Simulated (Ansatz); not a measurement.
# Glassy Ca3Al2Si3O12 (100 atoms): geometry optimisation

Wanted: the relaxed structure of glassy Ca3Al2Si3O12 (100 atoms) and its electronic structure.

Calculated with Ansatz 0.2.0; Kohn-Sham DFT, PBE, PAW (set soft_2), plane waves.

**What experiment says.** X-ray diffraction RDF of grossular glass by Okuno and Marumo (1993), peak assigned to Ca-O (as quoted in “Computer modeling of natural silicate melts: what can we learn from ab   initio simulations”, 2009, arxiv:0907.2530): nearest Ca–O distance 2.4 Å.

## Step 1: Starting point

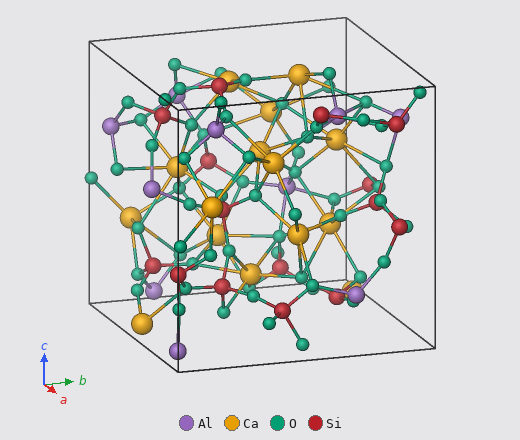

The cell as given, from a free direction (aluminium purple, calcium orange, oxygen teal, silicon red). Bonds to atoms that aren't drawn are left out. Some periodic images of atoms are drawn too.

The cell holds 100 atoms: 10 Al, 15 Ca, 60 O and 15 Si. Cell: a = 10.886 Å, b = 10.886 Å, c = 10.886 Å, α = 90.0°, β = 90.0°, γ = 90.0°. 100 atoms (10 Al, 15 Ca, 60 O, 15 Si) placed at random at 2.84 g/cm³, melted at 4500 K for 20 ps at fixed volume with the Morse and Coulomb pair potential with partial charges (Pedone, Malavasi, Menziani, Cormack and Segre, J. Phys. Chem. B 110, 11780 (2006)). Quenched from 4500 K to 300 K at 20 K/ps and fixed volume, held 20 ps at zero pressure.

Limits known from the start: The quench rate of 20 K/ps is orders of magnitude faster than experiment, which tends to freeze in extra defects. The network of bonds at the start is that of the classical potential that made the cell. Sampling is at Γ alone, for a cell whose shortest periodic width is 11 Å.

## Step 2: Single point at the start

A single point comes first, to see the forces before anything moves.

Input file input.yaml:

```yaml
crystal:
  lattice:
    - [10.88567, 0.0, 0.0]
    - [0.0, 10.88567, 0.0]
    - [0.0, 0.0, 10.88567]
  atoms:
    - { symbol: Al, position: [0.85206, 0.04978, 0.03734] }
    - { symbol: Al, position: [0.03611, 0.32886, 0.77451] }
    - { symbol: Al, position: [0.54317, 0.05593, 0.57375] }
    - { symbol: Al, position: [0.93863, 0.71368, 0.21455] }
    [... 90 atom lines left out ...]
    - { symbol: Si, position: [0.63816, 0.29678, 0.2051] }
    - { symbol: Si, position: [0.71705, 0.87063, 0.49504] }
    - { symbol: Si, position: [0.21856, 0.66798, 0.13365] }
    - { symbol: Si, position: [0.98994, 0.86475, 0.47325] }
    - { symbol: Si, position: [0.95381, 0.86553, 0.85549] }
    - { symbol: Si, position: [0.66276, 0.73421, 0.13325] }
kpoints:
  mp_grid: { grid: [1, 1, 1] }
hamiltonian:
  xc: pbe
scf:
  occupations: { method: fixed }
output:
  forces: true
  stress: true
  populations: true
  dos:
    method: { smearing: { sigma: 0.08 } }
    de: 0.1
    projected: { site_lists: { Al: [Al], Ca: [Ca], O: [O], Si: [Si] } }
  eigenvalues: true
```

Run with:

```console
$ ansatz run input.yaml --threads 4 --pin off --max-ram 8192MiB --backend cpu --events-out ev --progress --plain --runs-dir out
```

Elapsed: 14 s, on 4 threads of Intel Xeon Platinum 8375C at 2.90GHz (Ice Lake), shared host; peak memory 1.8 GiB; 51 s of CPU time.

Numbers from this run:

| Property | Result |
| --- | --- |
| free energy | -76343.2564 eV |
| free energy per atom | -763.4326 eV/atom |
| SCF cycles | 10 |
| pressure | 7.352 GPa |
| r.m.s. force component | 1.329 eV/Å |
| longest force | 6.591 eV/Å |
| Fermi energy | 5.822 eV |
| gap (highest filled to lowest empty level) | 3.187 eV |
| spilling of the projection | 0.0136 |

The r.m.s. force component of 1.3 eV/Å and the pressure of 7.4 GPa set the starting point.

Neighbours are counted within 3.22 Å (O-Ca), 2.08 Å (O-Si), 2.49 Å (O-Al).

Length of the force by element and coordination:

```tsv
element	coordination	atoms	mean length of the force (eV/Å)	spread	least	most
Al	all	10	1.85	0.854	0.239	3.07
Al	4	5	2.03	0.469	1.62	2.94
Al	5	5	1.67	1.08	0.239	3.07
Ca	all	15	1.01	0.595	0.252	2.04
Ca	5	1	0.482	0	0.482	0.482
Ca	6	4	1.28	0.516	0.599	2.04
Ca	7	8	1.08	0.614	0.252	1.96
Ca	8	2	0.511	0.250	0.261	0.761
O	all	60	2.21	1.12	0.535	6.59
O	2	6	1.97	1.19	0.690	3.84
O	3	30	2.38	1.14	1.15	6.59
O	4	16	1.77	0.669	0.535	3.03
O	5	8	2.63	1.34	0.675	4.37
Si	all	15	2.44	0.823	0.735	3.83
```

## Step 3: Relaxation

With the cell held, the atoms are moved downhill towards a nearby minimum.

input.yaml, the sections that differ from step 2:

```yaml
output:
  forces: true
relax:
  f_tol: 0.03
  max_steps: 200
# crystal, kpoints, hamiltonian, scf: as in step 2
```

Wall time 1.8 min (4 threads); peak memory 1.6 GiB.

Step by step:

```tsv
step	energy less that of the first step (eV)	largest force component (eV/Å)
1	0.0000	4.0829
2	-5.2441	2.4004
3	-7.7964	1.1292
4	-8.4757	0.3791
5	-8.4404	0.4834
6	-8.5991	0.2074
7	-8.6411	0.1081
8	-8.6664	0.1276
9	-8.6782	0.0972
10	-8.7114	0.1825
11	-8.7046	0.2939
12	-8.7451	0.0656
13	-8.7557	0.0637
14	-8.7565	0.0582
15	-8.7588	0.0220
16	-8.7588	0.0220
```

Relaxation steps 5, 11 were tried and not accepted.

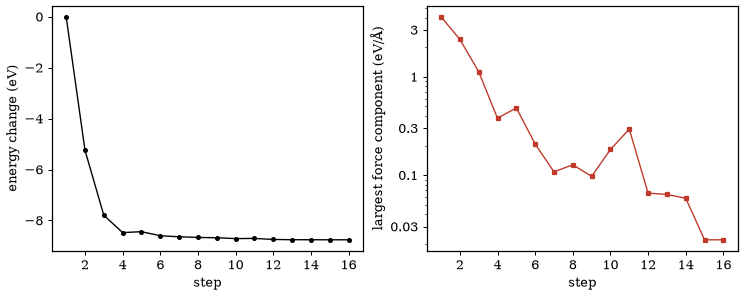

Energy and largest force along the relaxation.

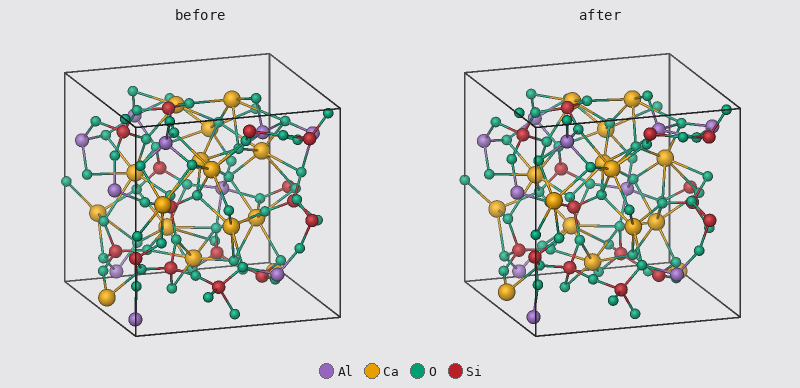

The structure before and after the relaxation, drawn at the same scale. Bonds to atoms that aren't drawn are left out.

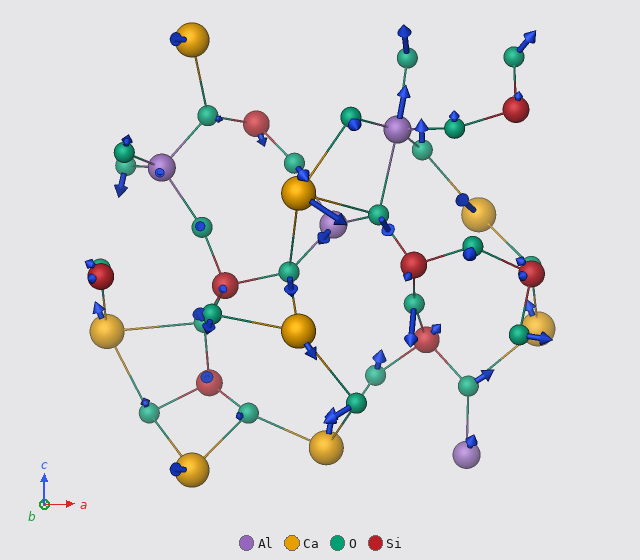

Displacements in the relaxation, exaggerated; the longest in the cell stands for 0.57 Å. Drawn is a slice 4 Å thick, seen along the normal of the ac plane.

The atoms that moved most (Å):

```tsv
atom	dx	dy	dz	length
O65	-0.067	-0.418	-0.380	0.569
Ca22	0.414	0.044	-0.276	0.499
Ca23	-0.201	-0.398	0.192	0.486
O53	-0.341	-0.019	0.343	0.484
O27	-0.016	-0.461	-0.021	0.461
O39	-0.249	-0.369	0.091	0.455
O57	-0.055	-0.288	0.334	0.444
O35	0.384	0.200	-0.077	0.440
```

The relaxation changed the energy by -87.6 meV/atom, and atoms moved by 0.26 Å r.m.s., 0.57 Å at most.

## Step 4: Structure statistics after relaxation

Bonds before and after, by the cutoffs listed below:

```tsv
pair	bonds before	bonds after	mean before (Å)	mean after (Å)	spread before (Å)	spread after (Å)
O-Ca	83	86	2.445	2.402	0.146	0.141
O-Si	60	60	1.603	1.640	0.049	0.030
O-Al	45	43	1.826	1.809	0.143	0.079
```

Density 2.90 g/cm³, 12.90 Å³ an atom.

g(r), total and by pair (bins of 0.2 Å):

```tsv
r (Å)	total	O-O	O-Ca	O-Si	O-Al	Ca-Ca	Ca-Si
1.50	0.12	0.00	0.00	0.69	0.00	0.00	0.00
1.70	3.00	0.00	0.00	12.02	6.90	0.00	0.00
1.90	0.50	0.00	0.00	0.00	4.19	0.00	0.00
2.10	0.11	0.00	0.49	0.00	0.19	0.00	0.00
2.30	0.83	0.00	4.61	0.00	0.00	0.00	0.00
2.50	0.83	0.96	2.69	0.00	0.00	0.00	0.00
2.70	1.50	3.71	0.73	0.00	0.12	0.00	0.00
2.90	0.86	1.59	0.47	0.00	0.41	0.00	1.08
3.10	1.03	1.16	0.36	0.41	0.18	0.92	2.41
3.30	0.95	0.95	0.37	0.72	1.01	1.25	2.09
3.50	0.98	0.76	0.55	1.02	0.97	3.00	3.72
3.70	1.01	0.69	0.91	1.29	1.25	1.68	1.51
3.90	0.97	0.73	0.68	1.57	1.52	1.53	1.06
4.10	1.17	0.78	1.39	2.09	1.21	1.32	0.41
4.30	1.11	0.80	1.01	1.48	1.90	1.00	0.50
4.50	0.99	0.89	1.44	1.02	1.07	0.68	0.46
4.70	1.02	1.03	1.34	0.78	1.01	1.05	0.52
4.90	1.00	1.10	1.36	0.69	0.89	0.57	0.95
5.10	0.90	1.21	0.88	0.68	0.66	0.89	0.52
5.30	1.01	1.36	0.86	0.89	0.67	0.66	0.49
```

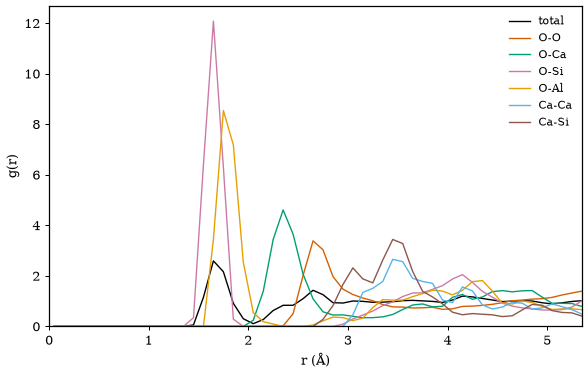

Pair distribution functions, lightly smoothed.

Bonds by pair of elements; cutoffs follow the first minimum of g(r), held within bounds set by covalent radii, and pairs that aren't listed don't count as bonded:

```tsv
pair A-B	cutoff (Å)	bonds	mean length (Å)	spread (Å)	shortest (Å)	B about A	A about B
O-Ca	2.83	86	2.40	0.141	2.14	1.43	5.73
O-Si	2.08	60	1.64	0.03	1.59	1	4
O-Al	2.48	43	1.81	0.079	1.71	0.717	4.3
```

How many atoms have how many bonded neighbours:

```tsv
element	mean	2	3	4	5	6	7
Al	4.3	0	0	7	3	0	0
Ca	5.73	0	0	0	7	5	3
O	3.15	10	33	15	2	0	0
Si	4	0	0	15	0	0	0
```

Bond angles, per cent of each kind in bins of 5°:

```tsv
angle (°)	O-Ca-O	O-Si-O	Ca-O-Si	O-Al-O	Ca-O-Ca
55–60	1.9	0.0	0.0	0.0	0.0
60–65	6.2	0.0	0.0	0.0	0.0
65–70	6.7	0.0	0.0	0.0	0.0
70–75	4.8	0.0	0.0	0.0	0.0
75–80	5.3	0.0	1.4	1.4	0.0
80–85	10.6	0.0	0.0	5.6	13.2
85–90	7.2	0.0	4.1	2.8	11.3
90–95	4.3	0.0	23.3	9.7	15.1
95–100	5.8	3.3	11.0	18.1	5.7
100–105	3.9	16.7	2.7	9.7	11.3
105–110	6.2	44.4	5.5	13.9	7.5
110–115	5.3	18.9	9.6	15.3	7.5
115–120	3.4	12.2	9.6	9.7	1.9
120–125	2.4	4.4	6.9	1.4	9.4
125–130	3.4	0.0	6.9	4.2	3.8
130–135	5.3	0.0	6.9	0.0	1.9
135–140	3.4	0.0	6.9	1.4	5.7
140–145	2.9	0.0	1.4	1.4	1.9
145–150	2.9	0.0	1.4	0.0	1.9
150–155	3.4	0.0	1.4	0.0	0.0
155–160	1.4	0.0	1.4	4.2	0.0
160–165	1.9	0.0	0.0	0.0	0.0
165–170	1.0	0.0	0.0	0.0	1.9
170–175	0.0	0.0	0.0	1.4	0.0
175–180	0.5	0.0	0.0	0.0	0.0
```

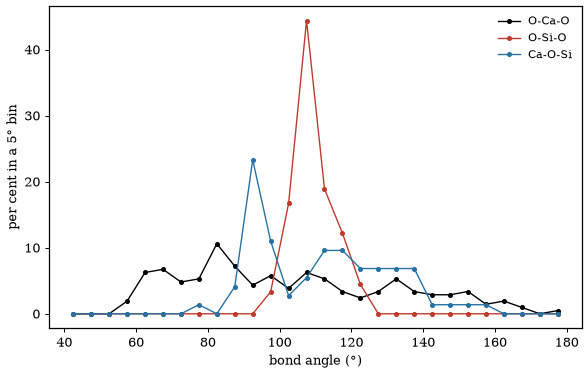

Distributions of the most common bond angles.

Bond angles (no mean is given where the spread exceeds 20°):

```tsv
angle	count	mean (°)	spread (°)
O-Ca-O	208	-	-
O-Si-O	90	109	5.6
Ca-O-Si	73	112	18.1
O-Al-O	72	108	18
Ca-O-Ca	53	106	19.9
```

Oxygen atoms by the number of network formers (Si, P, Ge, B, Al, As, Ga) bound to them:

```tsv
network formers bound to O	O atoms	per cent
0	1	1.7
1	17	28.3
2	40	66.7
3	2	3.3
```

Network units: each former by its oxygen neighbours and how many of them bridge to another former:

```tsv
former	O neighbours	bridging O	atoms
Si	4	2	5
Si	4	3	5
Si	4	4	5
Al	4	4	7
Al	5	4	2
Al	5	5	1
```

Bond length by coordination (bonds to H left out):

```tsv
element	coordination	atoms	mean bond length (Å)
Al	4	7	1.77
Al	5	3	1.88
Ca	5	7	2.37
Ca	6	5	2.39
Ca	7	3	2.48
O	2	10	1.67
O	3	33	1.98
O	4	15	2.17
O	5	2	2.33
```

Rings of the network by King's shortest-path rule, up to 12 atoms, one path for each pair of neighbours; H, halogens, alkali and alkaline-earth atoms are left out, and the last column divides by all other atoms, bonded or not:

```tsv
ring size (atoms)	rings	per network atom
4	1	0.012
6	4	0.047
8	6	0.071
10	12	0.141
12	4	0.047
```

For some of the pairs, g(r) has its first main peak near 2.7 Å (O-O), 2.3 Å (O-Ca), 1.6 Å (O-Si), 1.8 Å (O-Al) and 3.5 Å (Ca-Ca). With the cutoffs above, 70 % of Al atoms have 4, 47 % of Ca atoms have 5, 55 % of O atoms have 3 and all Si atoms have 4 bonded neighbours. 67 % of the oxygens bridge two formers (Si and Al) and 28 % are non-bridging; 3 % join three; 2 % join none. Rings of 10 atoms are the most common (44 % of those counted); sizes run from 4 to 12, where the search stops.

## Step 5: Single point at the relaxed geometry

One more single point at the end of the walk gives the fuller output and checks the residual forces.

Input file input.yaml:

```yaml
crystal:
  lattice:
    - [10.88567, 0.0, 0.0]
    - [0.0, 10.88567, 0.0]
    - [0.0, 0.0, 10.88567]
  atoms:
    - { symbol: Al, position: [0.85595, 0.03957, 0.05068] }
    - { symbol: Al, position: [0.0336, 0.33058, 0.7602] }
    - { symbol: Al, position: [0.5342, 0.07174, 0.55893] }
    - { symbol: Al, position: [0.93512, 0.71256, 0.21379] }
    [... 90 atom lines left out ...]
    - { symbol: Si, position: [0.64919, 0.28786, 0.21085] }
    - { symbol: Si, position: [0.71243, 0.86505, 0.48735] }
    - { symbol: Si, position: [0.22167, 0.68597, 0.12928] }
    - { symbol: Si, position: [0.98282, 0.85625, 0.47248] }
    - { symbol: Si, position: [0.95516, 0.86232, 0.86458] }
    - { symbol: Si, position: [0.64693, 0.72366, 0.13397] }
kpoints:
  mp_grid: { grid: [1, 1, 1] }
hamiltonian:
  xc: pbe
scf:
  occupations: { method: fixed }
output:
  forces: true
  stress: true
  populations: true
  dos:
    method: { smearing: { sigma: 0.08 } }
    de: 0.1
    projected: { site_lists: { Al: [Al], Ca: [Ca], O: [O], Si: [Si] } }
  eigenvalues: true
  write_density: true
  write_potential: true
  volumetric_format: npy
```

Run time: 15 s. Hardware: 4 threads; peak memory 1.8 GiB.

Read from the output:

```yaml
free_energy: -76352.0153 eV
free_energy_per_atom: -763.5202 eV/atom
scf_cycles: 10
pressure: 2.526 GPa
r_m_s_force_component: 0.0062 eV/Å
longest_force: 0.02312 eV/Å
fermi_energy: 5.266 eV
spacing_of_highest_filled_and_lowest_empty_level: 3.893 eV
spilling_of_the_projection: 0.01349
```

Löwdin charges by element and coordination (they lack the spilled electrons, 0.081 e an atom on average):

```tsv
element	coordination	atoms	mean charge (e)	spread	least	most
Al	all	10	1.26	0.0522	1.15	1.32
Al	4	7	1.29	0.0198	1.26	1.32
Al	5	3	1.18	0.0198	1.15	1.20
Ca	all	15	1.77	0.0176	1.73	1.80
Ca	5	7	1.78	0.0219	1.73	1.80
Ca	6	5	1.77	0.012	1.76	1.78
Ca	7	3	1.77	0.0069	1.76	1.77
O	all	60	-0.928	0.104	-1.33	-0.771
O	2	10	-0.821	0.0334	-0.858	-0.771
O	3	33	-0.912	0.0705	-1.05	-0.800
O	4	15	-1.01	0.112	-1.33	-0.862
O	5	2	-1.10	0.0309	-1.13	-1.07
Si	all	15	1.64	0.0518	1.54	1.73
```

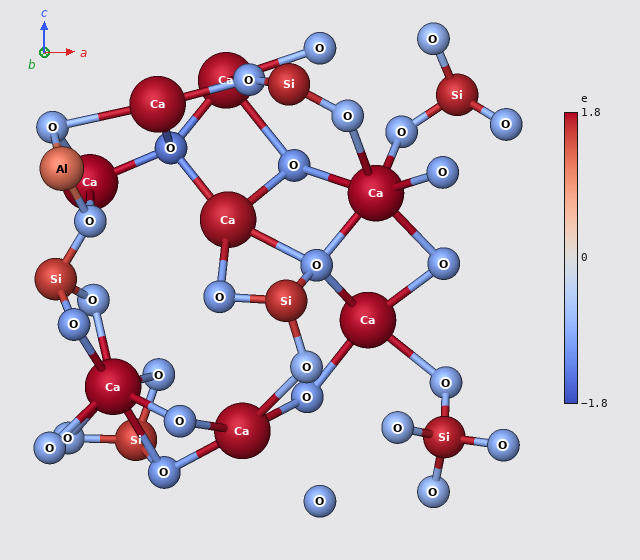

Atoms coloured by Löwdin charge. Drawn is a slice 4 Å thick, seen along the normal of the ac plane. Bonds to atoms that aren't drawn are left out.

Density of states as counts of states in windows of 1 eV (from the Fermi level), total and the larger projections:

```tsv
from (eV)	to (eV)	total	O p
-14	-10	0.0	0.0
-10	-9	2.0	1.3
-9	-8	8.3	5.6
-8	-7	8.4	6.0
-7	-6	20.4	14.9
-6	-5	26.8	20.4
-5	-4	45.8	36.6
-4	-3	55.3	47.2
-3	-2	69.5	63.8
-2	-1	78.5	73.8
-1	0	44.6	42.3
0	1	0.4	0.4
1	3	0.0	0.0
3	4	2.0	0.0
4	5	0.2	0.0
```

The curve was stored every 0.100 eV, coarse against its broadening of 0.08 eV, so these counts are rough.

With fixed occupations the program's Fermi level is the highest filled level; weight inside the gap is the broadening of levels at its edges.

Between -26 and -14 eV lie 210 more states.

About 30 of the 600 electrons lie in deeper levels, below the stored range.

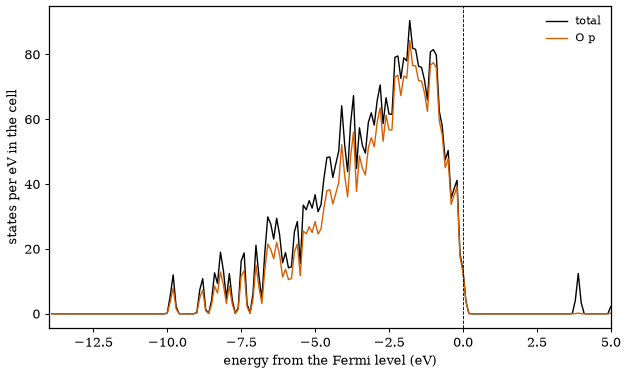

Total and projected density of states, with the broadening of the input.

The levels nearest the highest filled one (over half full), pooled over k-points and spins:

```tsv
level less the highest filled one (eV)	occupation
-0.316	2
-0.276	2
-0.230	2
-0.214	2
-0.143	2
0	2
3.89	0
5.12	0
5.37	0
5.50	0
5.55	0
5.65	0
```

Mean Löwdin charges: Al +1.26, Ca +1.77, O -0.93, Si +1.64 e (they miss 1.3 % of the electrons, so they add up to more than the cell's charge).

## Step 6: Results

```
energy change in the relaxation                  : -87.59 meV/atom
r.m.s. displacement                              : 0.258 Å
largest displacement                             : 0.569 Å
free energy per atom                             : -763.5202 eV/atom
pressure                                         : 2.526 GPa
r.m.s. force component                           : 0.0062 eV/Å
gap (highest filled to lowest empty level) : 3.893 eV
wall time of the 3 DFT runs                      : 2.3 min
```

**Reading.** Relaxation lowers the energy by 87.6 meV/atom and moves atoms by 0.26 Å r.m.s.; the r.m.s. force component goes from 1.3 to 0.0062 eV/Å, the pressure goes from 7.4 to 2.5 GPa, and the gap from 3.19 to 3.89 eV. By the final cutoffs 5 of 188 bonded pairs parted and 6 joined. From the first step to the last the energy fell by 8.759 eV, and the largest move was 0.57 Å (O65). The O-Ca bonds go from 2.445 Å (spread 0.146) to 2.402 Å (spread 0.141), and their number from 83 to 86. With the cutoffs above, 70 % of Al atoms have 4, 47 % of Ca atoms have 5, 55 % of O atoms have 3 and all Si atoms have 4 bonded neighbours. 67 % of the oxygens bridge two formers (Si and Al) and 28 % are non-bridging; 3 % join three; 2 % join none. Between filled and empty levels lie 3.89 eV (at Γ alone); a semilocal functional tends to put such gaps too low. In a disordered cell it changes from sample to sample, and tail or defect levels can set it.

**Limits.** The starting topology of bonds comes from the classical model; in DFT 5 of its 188 bonded pairs passed out of the cutoffs and 6 came within them. The pressure of 2.5 GPa shows the cell to be compressed for this functional.

Calculation beside experiment:

```tsv
quantity	measured	this cell	difference	method of the measurement
nearest Ca–O distance	2.4 Å	2.34 Å	-2.5 %	X-ray diffraction
```

The cell differs from the measured distances by up to 2.5 %. Distances of this cell are positions of the first main peak of g(r), or bond means where the peak is narrow; means over all bonds within a cutoff lie farther out for broad shells. The network comes from the model that made the cell; in DFT 5 of its 188 bonded pairs passed out of the cutoffs and 6 came within them.

[Logs are printed without paths, hosts, clocks, repeated set-up lines and the standing remarks that a program may print on its own settings, such as how far it seeks lower states.]

[Hosts, paths, dates, database ids (printed as entryN), source tags and the programs' standing remarks are cut or masked in the printed files.]
